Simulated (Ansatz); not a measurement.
C2H8BO2 (SMILES CCB(O)[OH2+]) (charge +1)

Input file:

```
crystal:
  periodic: [false, false, false]
  atoms:
    - {symbol: C, position_ang: [1.051029, 1.838942, -0.607025]}
    - {symbol: C, position_ang: [-0.417687, 1.632472, -0.235800]}
    - {symbol: B, position_ang: [-0.685117, 0.917861, 1.109654]}
    - {symbol: O, position_ang: [-1.748320, 0.549203, 1.794606]}
    - {symbol: O, position_ang: [0.528626, 0.518726, 1.874010]}
    - {symbol: H, position_ang: [1.147925, 2.351310, -1.573819]}
    - {symbol: H, position_ang: [1.591940, 0.883395, -0.718727]}
    - {symbol: H, position_ang: [1.581092, 2.474098, 0.123492]}
    - {symbol: H, position_ang: [-0.942736, 1.057365, -1.021085]}
    - {symbol: H, position_ang: [-0.953164, 2.599580, -0.204632]}
    - {symbol: H, position_ang: [-2.621715, 0.738763, 1.428650]}
    - {symbol: H, position_ang: [1.422998, 0.702684, 1.533736]}
    - {symbol: H, position_ang: [0.483878, 0.061636, 2.734023]}
basis:
  gaussian: {orbitals: def2-SVPD}
output: {forces: true, orbitals: {seedname: orbitals}}
total_charge: 1
hamiltonian: {xc: pbe0}
```

Command:

```sh
ansatz run input.yaml --threads 2 --pin off --max-ram 4350MiB --events-out events.jsonl --progress --plain --runs-dir runs
```

Geometry: PBE0-D3(BJ)/def2-SVP.

Theory: Ansatz, isolated molecule in a Gaussian basis; Kohn-Sham density functional theory, functional PBE0.

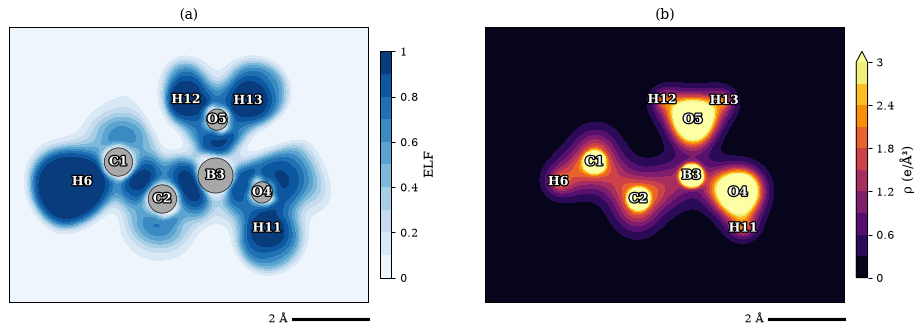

Figure 1. (a) ELF; (b) total electron density on the plane of atoms B3, O4 and H11. Grey discs cover the atomic cores in the ELF map.

**Describe what can be read from this map.**

- The section cuts through C, B, O and H sites.
- B–O (1.32 Å): ρ at the midpoint is about 2.4 e/Å³; the ELF peaks at about 0.90 between the atoms (a short, strongly polar bond).
- C–C (1.53 Å): ρ is about 1.6 e/Å³ halfway; the ELF peaks at about 0.95 between the atoms: localised, covalent bonding.
- C–B (1.55 Å): the density is about 1.5 e/Å³ at the midpoint; the ELF peaks at about 1 between the atoms, as expected for a shared electron pair.
- O–H (0.97 Å): ρ at the midpoint is about 3.8 e/Å³; the ELF climbs to about 1 towards the hydrogen, as it does in any bond to H (an ordinary covalent bond to hydrogen).
- B–O (1.49 Å): ρ is about 1.5 e/Å³ halfway; the ELF peaks at about 0.90 between the atoms (a shared but strongly polarised pair).
- The ELF also peaks beside O4, away from the bonds: lone-pair regions.

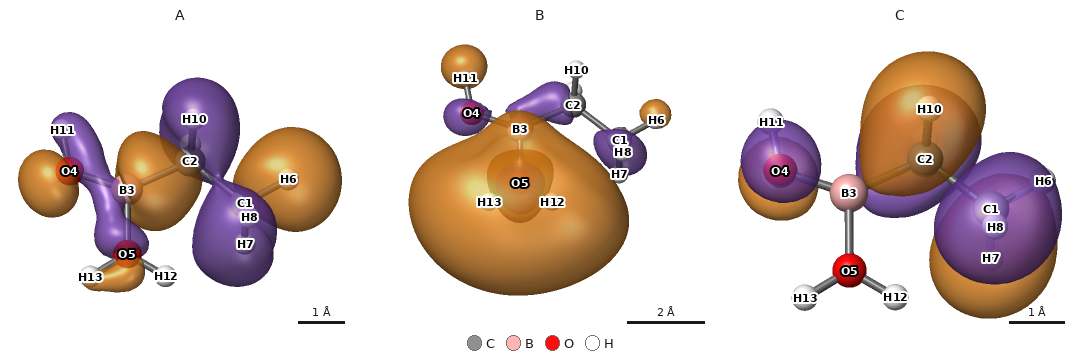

Figure 2. Three frontier orbitals at ±0.06 Å⁻³ᐟ² (orange and purple are the two phases), in no order.

**Order the three orbitals by energy and name them.**

C is the HOMO−1 (−14.48 eV). By Hirshfeld shares it lies mainly on C1 (about 25 %), C2 (about 20 %), H7 (about 10 %), H8 (about 10 %), H10 (about 10 %) and H9 (about 10 %). A is the HOMO (−14.16 eV). By Hirshfeld shares it lies mainly on C1 (about 25 %), C2 (about 25 %), H6 (about 15 %) and B3 (about 15 %). B is the LUMO (−5.24 eV). Its weight (Hirshfeld) is mainly on H13 (about 30 %), H12 (about 25 %), O5 (about 20 %) and B3 (about 10 %).

**What is the HOMO–LUMO gap?**

8.92 eV between the orbital energies.

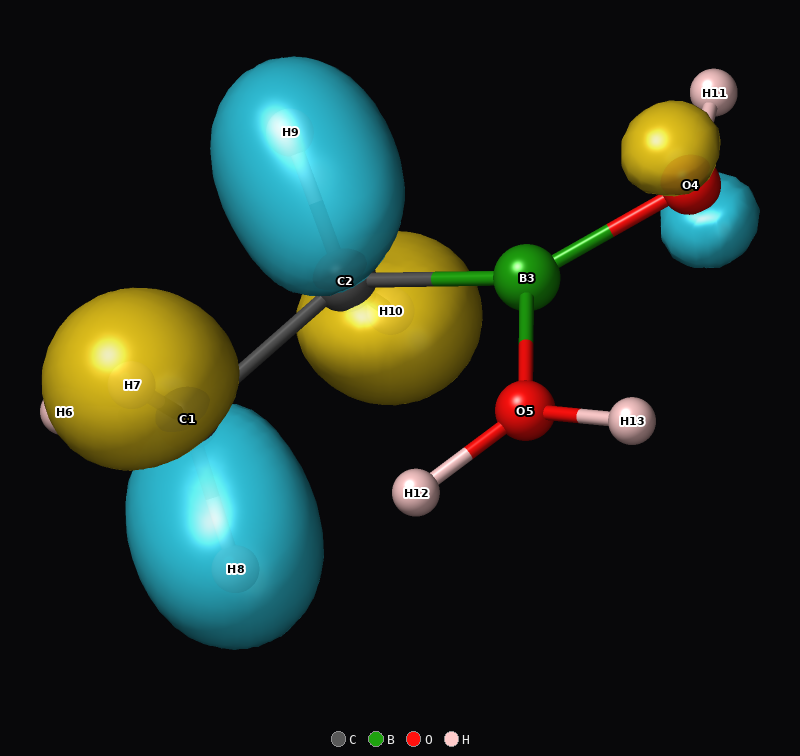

Figure 3. The HOMO−1 at ±0.2 Å⁻³ᐟ² (yellow and cyan are the two phases), seen at an oblique angle.

**What is the character of this orbital?**

By Hirshfeld shares it lies mainly on C1 (about 25 %), C2 (about 20 %), H7 (about 10 %), H8 (about 10 %), H10 (about 10 %) and H9 (about 10 %). Its energy is −14.48 eV.
